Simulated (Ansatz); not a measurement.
System: Si2MoAs4 (MoSi2N4-type monolayer).

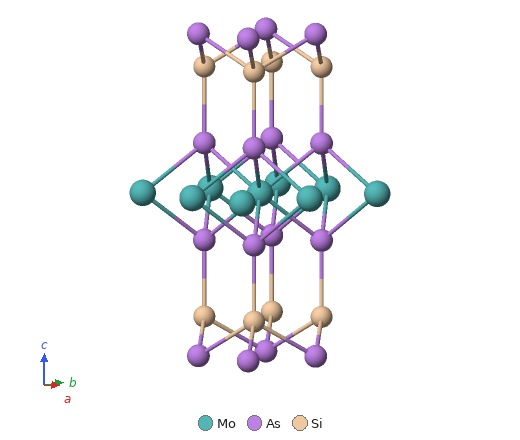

The structure (molybdenum teal, arsenic purple, silicon light orange). Bonds to atoms that aren't drawn are left out. 2×2×1 cells are drawn. Some periodic images of atoms are drawn too.

The cell holds 7 atoms: 1 Mo, 4 As and 2 Si. Its edges and angles: a = 3.620 Å, b = 3.620 Å, c = 43.000 Å, α = 90.0°, β = 90.0°, γ = 120.0°. Vacuum lies along c.

```xyz
7
Lattice="3.6204 0.0000 0.0000 -1.8102 3.1353 0.0000 0.0000 0.0000 43.0000" Properties=species:S:1:pos:R:3
Mo    0.0000    0.0000   21.5000
As    0.0000    2.0902   22.9938
As    0.0000    2.0902   20.0062
Si    0.0000    2.0902   25.3484
Si    0.0000    2.0902   17.6516
As    1.8102    1.0451   26.4596
As    1.8102    1.0451   16.5404
```

The structure was relaxed with PBE. The runs that relaxed it are not among those shown.

Gaps computed with Ansatz 0.2.0 without a self-energy: PBE 0.59 eV, r2SCAN 0.66 eV, HSE06 0.85 eV and PBE0 1.43 eV.

**Question.** Estimate the G0W0@PBE gap with 6×6×1 mesh, 580 empty bands, screening to 65 eV, PAW set soft_1 files.

About 1.02 eV: on its mesh the run moves the gap from 0.59 eV by +0.43 eV. Among the scalar-relativistic levels given, HSE06 is nearest (−0.17 eV). Bands and cutoff are finite, so the gap is not at the basis limit. The miss can reach some tenths of an eV and take either sign; the mesh is an error of its own. The mesh in the plane is coarse for a sheet; gap and any exciton binding can still move on denser ones. The many-body steps are scalar-relativistic: spin-orbit coupling is not in them. The program marks a band-edge row as in doubt, so the gap is less sure than its digits.

[Paths, hosts, dates, memory and timing lines, banners, echoed tables and standing remarks are left out of the program output.]

[Logs are printed without paths, hosts, clocks, repeated set-up lines and the standing remarks that a program may print on its own settings, such as how far it seeks lower states.]

[Runs of the session that timed out or met a known fault of the program may be left out.]

[Cells called generated may have been cut or substituted from an entry of the Crystallography Open Database or the Materials Project.]

[Hosts, paths, dates, database ids (printed as entryN), source tags and the programs' standing remarks are cut or masked in the printed files.]
